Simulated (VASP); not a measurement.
Shape and ions are relaxed at each volume.

Energy against volume of Tb (hcp). These are vdW-DF-cx, VASP's PBE PAW potentials (set 64) (plane waves; VASP 6.6.1) values and carry that method's errors.

The 4f electrons are frozen in the core of the lanthanide potential, so 4f levels, which can set the real gap, and their magnetism are missing.

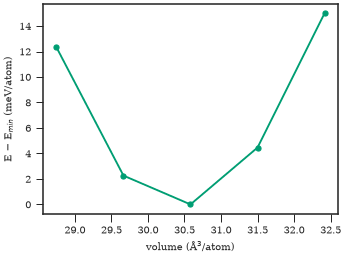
*Energy against volume*

Problem. Estimate the equilibrium volume and the bulk modulus.

Solution. The minimum lies near 30.4 Å³/atom, and the curvature gives B0 of about 40 GPa.

Measured: bulk modulus 38.7 GPa (computed value off by +4.2 %), as given by Wikipedia, Terbium (infobox). The calculation is for a static lattice, while the measured bulk modulus holds thermal and zero-point effects, which are part of the difference.

The compound is Tb in the hcp structure. It was relaxed first.
